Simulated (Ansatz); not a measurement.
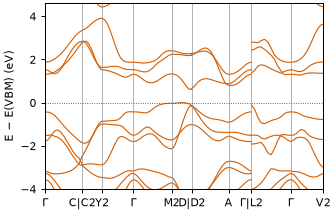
Figure: Band structure from PBE (plane waves, PAW; program Ansatz)

**Question.** Read off the gap and where the band edges lie.

**Answer.** About 0.6 eV (0.61 eV by a search for the band edges); maximum on the M2–D line, 54 % of the way from M2, minimum on the M2–D line, 92 % of the way from M2.

The material is TeSe2 in space group C2 (No. 5; Te on 2b, Se on 4c).

The first step of the workflow began from a Materials Project structure, measured or hypothetical; the Crystallography Open Database copy checked does not list it. Whether it is the stable phase at ambient conditions was not checked. The PBE relaxation kept the symmetry of its start; its stability against distortions is not shown here. A crystal of weakly bound chains computed without a dispersion correction: the cell and the soft elastic constants depend strongly on that. Scalar-relativistic: spin–orbit coupling is off unless named, which matters more the heavier the elements.

Potentials: the later of the program's two PAW sets.
